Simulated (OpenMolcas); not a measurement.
**Energy and gradient calculation, with input and output: SnH$_{2}$O$_{2}$ (part 2 of 3)**

SnH$_{2}$O$_{2}$, SMILES [OH][Sn][OH]; SVWN5/def2-SVP, RKS (OpenMolcas 26.06). The geometry comes from this level: PBE0-D4/def2-TZVP.

Geometry of the input (Å):
```
O  -0.9843  0.1778  -0.6138
Sn -0.1537  -0.9439  0.8009
O  1.5618  0.0029  0.6361
H  -1.9012  -0.0056  -0.8314
H  1.5272  0.6951  -0.0333
```

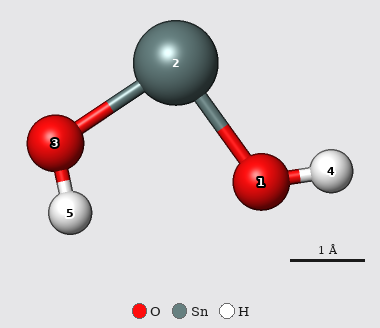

**Figure 1.** The structure (ball-and-stick view, seen on its broad side; atoms are numbered from 1 in the order of the input). Sticks mark near contacts.

**Log, continued**
```
        1 O1     1s         0.9869   -0.0056    0.0001    0.0000   -0.0005    0.0005   -0.0703    0.0652    0.0000   -0.0000
        2 O1     1s        -0.0481   -0.0000   -0.0003    0.0000   -0.0010    0.0008   -0.1351    0.1249    0.0000   -0.0000
        3 O1     1s         0.0254    0.0001    0.0006    0.0000    0.0014   -0.0005   -0.0702    0.0703    0.0000   -0.0000
        4 O1     2px        0.0020   -0.0001   -0.0000   -0.0000   -0.0002    0.0004    0.0076   -0.0080    0.0025    0.0024
        5 O1     2px        0.0032    0.0009    0.0003    0.0000   -0.0002   -0.0006   -0.0058    0.0008    0.0004    0.0003
        6 O1     2py        0.0014   -0.0001   -0.0000    0.0001    0.0005   -0.0004    0.0265   -0.0233   -0.0055   -0.0054
        7 O1     2py       -0.0030    0.0007   -0.0004   -0.0000   -0.0006    0.0003    0.0083   -0.0092   -0.0009   -0.0006
        8 O1     2pz       -0.0004    0.0001   -0.0000    0.0001   -0.0006    0.0005   -0.0219    0.0186   -0.0058   -0.0058
        9 O1     2pz        0.0042   -0.0003    0.0005   -0.0001    0.0005   -0.0005   -0.0103    0.0090   -0.0010   -0.0006
       10 O1     3d2-      -0.0006   -0.0000   -0.0001    0.0000    0.0001   -0.0001    0.0013   -0.0005   -0.0006   -0.0007
       11 O1     3d1-      -0.0005    0.0001   -0.0002    0.0000    0.0002   -0.0001    0.0038   -0.0034   -0.0000   -0.0001
       12 O1     3d0        0.0008   -0.0000    0.0001    0.0000   -0.0001    0.0000   -0.0008    0.0002   -0.0015   -0.0014
       13 O1     3d1+      -0.0004    0.0000    0.0001    0.0000   -0.0001    0.0001   -0.0027    0.0023    0.0001   -0.0002
       14 O1     3d2+      -0.0013    0.0001   -0.0000    0.0000    0.0001    0.0000    0.0000    0.0005   -0.0006   -0.0004
       15 SN2    1s         0.0005    0.0005    0.2055   -0.0000    0.0001   -0.0021   -0.0027   -0.0141   -0.0000    0.0000
       16 SN2    1s         0.0003    0.0003    0.8051   -0.0000    0.0001   -0.0055   -0.0026   -0.0140   -0.0000    0.0000
       17 SN2    1s        -0.0008   -0.0013    0.0076    0.0000   -0.0002    0.0030    0.0061    0.0292    0.0000   -0.0000
       18 SN2    1s        -0.0057   -0.0049   -0.0013    0.0000    0.0002   -0.0006    0.0015    0.0087    0.0000   -0.0000
       19 SN2    2px       -0.0000    0.0001    0.0009   -0.1480    0.4465    0.1713   -0.0146   -0.0018   -0.0000   -0.0010
       20 SN2    2px       -0.0002    0.0004    0.0013   -0.1750    0.5276    0.2024   -0.0142   -0.0017   -0.0000   -0.0009
       21 SN2    2px        0.0020   -0.0040   -0.0002   -0.0024    0.0085    0.0031    0.0287    0.0028    0.0002    0.0015
       22 SN2    2px        0.0005   -0.0033   -0.0000    0.0005   -0.0012   -0.0006    0.0056   -0.0009    0.0001    0.0000
       23 SN2    2py        0.0001    0.0000    0.0021    0.3287   -0.0353    0.3761   -0.0009   -0.0079    0.0001    0.0022
       24 SN2    2py        0.0002    0.0002    0.0029    0.3886   -0.0418    0.4442   -0.0009   -0.0076    0.0001    0.0020
       25 SN2    2py       -0.0022   -0.0022   -0.0003    0.0053   -0.0006    0.0068    0.0025    0.0149   -0.0004   -0.0032
       26 SN2    2py       -0.0028   -0.0016   -0.0001   -0.0010    0.0001   -0.0012    0.0008    0.0030   -0.0001   -0.0001
       27 SN2    2pz       -0.0001   -0.0000   -0.0016    0.3475    0.2236   -0.2828   -0.0054    0.0067    0.0001    0.0023
       28 SN2    2pz       -0.0003   -0.0001   -0.0022    0.4108    0.2642   -0.3340   -0.0052    0.0065    0.0001    0.0021
       29 SN2    2pz        0.0030    0.0004    0.0002    0.0056    0.0042   -0.0051    0.0098   -0.0129   -0.0004   -0.0034
       30 SN2    2pz        0.0028    0.0001    0.0001   -0.0011   -0.0007    0.0008    0.0016   -0.0033   -0.0001   -0.0001
       31 SN2    3d2-       0.0001    0.0000   -0.0006   -0.0001    0.0020    0.0018    0.6131    0.2157    0.5866    0.0131
       32 SN2    3d2-       0.0012   -0.0031   -0.0001   -0.0000    0.0010    0.0003    0.0655    0.0194    0.0517    0.0011
       33 SN2    3d1-      -0.0001   -0.0000    0.0012    0.0005    0.0012   -0.0032    0.2225   -0.6937    0.2401   -0.1394
       34 SN2    3d1-       0.0031    0.0004    0.0001   -0.0000    0.0005   -0.0006    0.0225   -0.0649    0.0212   -0.0123
       35 SN2    3d0       -0.0000    0.0000    0.0002   -0.0026   -0.0013    0.0000   -0.3887   -0.1813    0.5020    0.6705
       36 SN2    3d0       -0.0009    0.0020    0.0000    0.0000   -0.0006   -0.0001   -0.0406   -0.0163    0.0440    0.0589
       37 SN2    3d1+      -0.0001   -0.0000   -0.0002    0.0014   -0.0011   -0.0016   -0.3185    0.4216    0.4815   -0.3786
       38 SN2    3d1+      -0.0017    0.0007   -0.0001   -0.0000   -0.0006    0.0002   -0.0354    0.0394    0.0425   -0.0334
       39 SN2    3d2+      -0.0000   -0.0000   -0.0001   -0.0022    0.0011   -0.0019    0.2864    0.3191   -0.2255    0.5693
       40 SN2    3d2+       0.0007   -0.0017   -0.0001    0.0000    0.0004    0.0001    0.0283    0.0290   -0.0200    0.0501
       41 O3     1s         0.0055    0.9869    0.0001    0.0000    0.0005    0.0005    0.0843    0.0498   -0.0000   -0.0000
       42 O3     1s        -0.0007   -0.0482   -0.0003    0.0000    0.0010    0.0011    0.1624    0.0953   -0.0000   -0.0000
       43 O3     1s         0.0015    0.0263    0.0009   -0.0000   -0.0010   -0.0011    0.0840    0.0544   -0.0000   -0.0000
       44 O3     2px        0.0000    0.0015   -0.0000   -0.0000   -0.0007   -0.0008   -0.0419   -0.0232   -0.0026    0.0026
       45 O3     2px       -0.0002   -0.0052   -0.0007    0.0000    0.0007    0.0006   -0.0158   -0.0099   -0.0004    0.0003
       46 O3     2py        0.0000   -0.0012    0.0000    0.0001   -0.0005   -0.0003   -0.0031   -0.0013    0.0059   -0.0058
       47 O3     2py        0.0005   -0.0029   -0.0003   -0.0000    0.0004   -0.0001   -0.0043   -0.0036    0.0008   -0.0008
       48 O3     2pz       -0.0000    0.0018   -0.0000    0.0001    0.0001   -0.0000   -0.0149   -0.0086    0.0062   -0.0061
       49 O3     2pz       -0.0006    0.0006   -0.0000   -0.0000   -0.0001    0.0003   -0.0027   -0.0008    0.0008   -0.0008
       50 O3     3d2-      -0.0001    0.0003    0.0002   -0.0000    0.0002    0.0002    0.0040    0.0024   -0.0008    0.0009
       51 O3     3d1-      -0.0001    0.0012   -0.0001   -0.0000   -0.0000    0.0001   -0.0020   -0.0016   -0.0005    0.0005
       52 O3     3d0        0.0000   -0.0006   -0.0001    0.0000   -0.0001   -0.0001   -0.0026   -0.0014    0.0002    0.0002
       53 O3     3d1+       0.0001    0.0000   -0.0000   -0.0000   -0.0000   -0.0000    0.0001   -0.0000   -0.0012    0.0011
       54 O3     3d2+       0.0000    0.0010    0.0001    0.0000    0.0001    0.0002    0.0026    0.0012    0.0011   -0.0009
       55 H4     1s         0.0031    0.0004   -0.0000   -0.0000   -0.0004   -0.0002   -0.0439    0.0393    0.0000    0.0000
       56 H4     1s        -0.0016   -0.0001    0.0001   -0.0000   -0.0003   -0.0000    0.0006   -0.0029   -0.0000   -0.0000
       57 H4     2px        0.0043    0.0001   -0.0000   -0.0000   -0.0001   -0.0001   -0.0067    0.0053    0.0001    0.0001
       58 H4     2py        0.0014   -0.0000    0.0001    0.0000    0.0000   -0.0001   -0.0014    0.0012   -0.0002   -0.0002
       59 H4     2pz        0.0005    0.0001   -0.0001    0.0000   -0.0001    0.0000   -0.0015    0.0011   -0.0002   -0.0003
       60 H5     1s        -0.0004    0.0024   -0.0001    0.0000    0.0000    0.0004    0.0476    0.0300   -0.0000   -0.0000
       61 H5     1s         0.0004   -0.0018    0.0001    0.0000   -0.0000    0.0005   -0.0018   -0.0027   -0.0000    0.0000
       62 H5     2px       -0.0001    0.0008    0.0002   -0.0000   -0.0001   -0.0000    0.0007    0.0002   -0.0001    0.0001
       63 H5     2py        0.0001   -0.0028    0.0001    0.0000   -0.0000   -0.0001   -0.0053   -0.0031    0.0002   -0.0002
       64 H5     2pz       -0.0002    0.0030   -0.0000    0.0000   -0.0000    0.0001    0.0053    0.0030    0.0002   -0.0002

          Orbital           11        12        13        14        15        16        17        18        19        20
          Energy           -0.9232   -0.8493   -0.8216   -0.4667   -0.4074   -0.3262   -0.2731   -0.2719   -0.2433   -0.2292
          Occ. No.          2.0000    2.0000    2.0000    2.0000    2.0000    2.0000    2.0000    2.0000    2.0000    2.0000

        1 O1     1s        -0.0043    0.2045   -0.1657   -0.0074   -0.0500    0.0939    0.0000    0.0018   -0.0000    0.0142
        2 O1     1s        -0.0098    0.3977   -0.3238   -0.0088   -0.0977    0.1870   -0.0000    0.0011   -0.0000    0.0268
        3 O1     1s         0.0011    0.2487   -0.2048   -0.0612   -0.1430    0.2744    0.0001    0.0367   -0.0000    0.0371
        4 O1     2px       -0.0129   -0.0698    0.0778   -0.2684   -0.3103    0.2644   -0.1243    0.0329    0.1251    0.0654
        5 O1     2px       -0.0010   -0.0047    0.0063   -0.1154   -0.1501    0.1556   -0.0920    0.0040    0.0976    0.0499
        6 O1     2py       -0.0036   -0.0386    0.0253    0.0539    0.0001    0.2365    0.2752   -0.2226   -0.2776    0.2911
        7 O1     2py       -0.0012   -0.0133    0.0075    0.0355   -0.0039    0.1552    0.2035   -0.1717   -0.2165    0.2208
        8 O1     2pz       -0.0021    0.0068    0.0093   -0.1654   -0.1325   -0.1108    0.2922    0.2231   -0.2933   -0.2476
        9 O1     2pz        0.0007    0.0106   -0.0044   -0.0828   -0.0604   -0.0804    0.2161    0.1630   -0.2288   -0.1876
       10 O1     3d2-       0.0011    0.0013   -0.0017    0.0054    0.0054   -0.0085   -0.0016    0.0031    0.0028   -0.0062
       11 O1     3d1-      -0.0006   -0.0021    0.0005    0.0054    0.0027    0.0045   -0.0023   -0.0062    0.0026    0.0048
       12 O1     3d0        0.0000   -0.0019    0.0020   -0.0052   -0.0049    0.0037    0.0057    0.0010   -0.0040    0.0020
       13 O1     3d1+      -0.0017    0.0034   -0.0020   -0.0007    0.0003    0.0041   -0.0056   -0.0044    0.0061    0.0038
       14 O1     3d2+      -0.0013    0.0040   -0.0035    0.0068    0.0066   -0.0004    0.0068   -0.0058   -0.0067    0.0015
       15 SN2    1s         0.0004   -0.0563   -0.0085    0.2301   -0.0253    0.1899    0.0001    0.0340    0.0000   -0.1618
       16 SN2    1s         0.0001   -0.0556   -0.0082    0.2043   -0.0223    0.1624    0.0000    0.0285    0.0000   -0.1341
       17 SN2    1s         0.0014    0.1351    0.0214   -0.6045    0.0685   -0.5019   -0.0002   -0.0948   -0.0001    0.3812
       18 SN2    1s        -0.0064    0.0104    0.0017   -0.1073    0.0079   -0.1419    0.0000   -0.0126   -0.0001    0.3199
       19 SN2    2px        0.0016   -0.0055   -0.0252    0.0144   -0.0504   -0.0448    0.0227    0.0705    0.0021    0.0212
       20 SN2    2px        0.0015   -0.0052   -0.0247    0.0138   -0.0473   -0.0424    0.0213    0.0660    0.0020    0.0196
       21 SN2    2px       -0.0030    0.0088    0.0550   -0.0407    0.1345    0.1276   -0.0666   -0.2019   -0.0066   -0.0607
       22 SN2    2px       -0.0030   -0.0019    0.0079   -0.0021    0.0383    0.0992   -0.0549   -0.0267   -0.0043   -0.0048
       23 SN2    2py        0.0039   -0.0205   -0.0030    0.0281    0.0167   -0.0240   -0.0500    0.0129   -0.0048    0.0821
       24 SN2    2py        0.0037   -0.0199   -0.0031    0.0265    0.0161   -0.0226   -0.0468    0.0123   -0.0045    0.0766
       25 SN2    2py       -0.0075    0.0427    0.0096   -0.0755   -0.0496    0.0673    0.1465   -0.0387    0.0147   -0.2388
       26 SN2    2py       -0.0030    0.0024    0.0011    0.0012   -0.0286    0.0653    0.1215   -0.0390    0.0095   -0.1089
       27 SN2    2pz       -0.0030    0.0170   -0.0079   -0.0204   -0.0372    0.0036   -0.0529    0.0181   -0.0050   -0.0686
       28 SN2    2pz       -0.0028    0.0166   -0.0076   -0.0192   -0.0354    0.0033   -0.0495    0.0168   -0.0047   -0.0641
       29 SN2    2pz        0.0058   -0.0367    0.0144    0.0540    0.1042   -0.0092    0.1550   -0.0502    0.0154    0.2000
       30 SN2    2pz        0.0016   -0.0031    0.0023   -0.0021    0.0433   -0.0195    0.1287    0.0247    0.0101    0.1009
       31 SN2    3d2-      -0.2729   -0.0787   -0.2908    0.0080   -0.0648   -0.0205    0.0049    0.0857   -0.0520    0.0227
       32 SN2    3d2-      -0.0260   -0.0048   -0.0059   -0.0021    0.0087    0.0153   -0.0056   -0.0189    0.0379   -0.0033
       33 SN2    3d1-       0.5031    0.2486   -0.0983   -0.0437   -0.0765    0.0266   -0.0090    0.0137   -0.0223   -0.0453
       34 SN2    3d1-       0.0477    0.0109   -0.0068    0.0038    0.0321   -0.0185    0.0056    0.0196    0.0166    0.0118
       35 SN2    3d0       -0.1205    0.0558    0.1754   -0.0055    0.0654    0.0077    0.0538   -0.0356   -0.0396   -0.0219
       36 SN2    3d0       -0.0105    0.0034    0.0060    0.0004   -0.0175   -0.0042   -0.0402   -0.0045    0.0275    0.0064
       37 SN2    3d1+       0.4856   -0.1274    0.1680    0.0227    0.0069    0.0041   -0.0258   -0.0784   -0.0456    0.0353
       38 SN2    3d1+       0.0442   -0.0055    0.0003    0.0006    0.0072   -0.0073    0.0165    0.0334    0.0340   -0.0155
       39 SN2    3d2+       0.5943   -0.0877   -0.1122    0.0107   -0.0898    0.0007    0.0416   -0.0091    0.0243    0.0376
       40 SN2    3d2+       0.0540   -0.0049   -0.0084    0.0009    0.0331   -0.0048   -0.0287    0.0330   -0.0189   -0.0149
       41 O3     1s        -0.0068    0.1675    0.2019    0.0145    0.0659    0.0564    0.0002    0.0631    0.0000   -0.0174
       42 O3     1s        -0.0135    0.3256    0.3955    0.0321    0.1257    0.1184    0.0003    0.1248    0.0000   -0.0291
       43 O3     1s        -0.0054    0.2045    0.2460    0.0071    0.2040    0.1276    0.0005    0.1849    0.0000   -0.1113
       44 O3     2px        0.0056   -0.0347   -0.0237    0.1467   -0.0585    0.0647   -0.1061    0.4557   -0.1391    0.2658
       45 O3     2px       -0.0007   -0.0171   -0.0097    0.0765   -0.0309    0.0523   -0.0773    0.3246   -0.1067    0.2000
       46 O3     2py       -0.0104    0.0377    0.0561    0.2019   -0.2832   -0.1533    0.2383   -0.0067    0.3090    0.0948
       47 O3     2py       -0.0021   -0.0023    0.0039    0.0906   -0.1351   -0.0868    0.1735   -0.0010    0.2370    0.0575
       48 O3     2pz        0.0122   -0.0504   -0.0632   -0.1285    0.2429    0.1726    0.2525    0.1990    0.3268    0.0237
       49 O3     2pz        0.0017   -0.0051   -0.0078   -0.0531    0.1146    0.1044    0.1837    0.1381    0.2506    0.0309
       50 O3     3d2-       0.0012    0.0017    0.0007   -0.0046    0.0064    0.0027   -0.0063    0.0038   -0.0069    0.0015
       51 O3     3d1-      -0.0006   -0.0040   -0.0054   -0.0060    0.0069    0.0051   -0.0022    0.0026   -0.0022   -0.0019
       52 O3     3d0        0.0000   -0.0006    0.0006    0.0049   -0.0046   -0.0015   -0.0069    0.0011   -0.0088    0.0019
       53 O3     3d1+      -0.0018    0.0006    0.0004    0.0001   -0.0046   -0.0041   -0.0043   -0.0106   -0.0040   -0.0060
       54 O3     3d2+      -0.0014    0.0001   -0.0017   -0.0071    0.0039    0.0003    0.0011   -0.0078    0.0001   -0.0067
       55 H4     1s         0.0036    0.1605   -0.1475    0.2120    0.2222   -0.1660   -0.0001   -0.0511    0.0000   -0.0372
       56 H4     1s        -0.0020    0.0101   -0.0105    0.0624    0.0902   -0.0558   -0.0001   -0.0289    0.0000    0.0198
       57 H4     2px        0.0002    0.0221   -0.0200    0.0168    0.0136   -0.0053   -0.0061   -0.0042    0.0061    0.0006
       58 H4     2py        0.0003    0.0034   -0.0033    0.0069    0.0048    0.0106    0.0134   -0.0125   -0.0136    0.0130
       59 H4     2pz       -0.0002    0.0062   -0.0054    0.0006    0.0013   -0.0123    0.0142    0.0100   -0.0143   -0.0121
       60 H5     1s        -0.0120    0.1328    0.1660    0.1764   -0.2537   -0.1372   -0.0002   -0.0878   -0.0000    0.0504
       61 H5     1s         0.0051    0.0077    0.0092    0.0431   -0.0925   -0.0433   -0.0000   -0.0115   -0.0000    0.0885
       62 H5     2px       -0.0002   -0.0008    0.0005    0.0088    0.0016    0.0003   -0.0054    0.0226   -0.0063    0.0124
       63 H5     2py        0.0010   -0.0143   -0.0175   -0.0090    0.0132    0.0045    0.0122    0.0056    0.0139   -0.0001
       64 H5     2pz       -0.0010    0.0132    0.0168    0.0123   -0.0118   -0.0041    0.0129    0.0043    0.0147    0.0053

          Orbital           21        22        23        24        25        26        27        28        29        30
          Energy           -0.0939   -0.0309    0.0024    0.0697    0.0954    0.1513    0.2062    0.2522    0.2537    0.3384
          Occ. No.          0.0000    0.0000    0.0000    0.0000    0.0000    0.0000    0.0000    0.0000    0.0000    0.0000
```
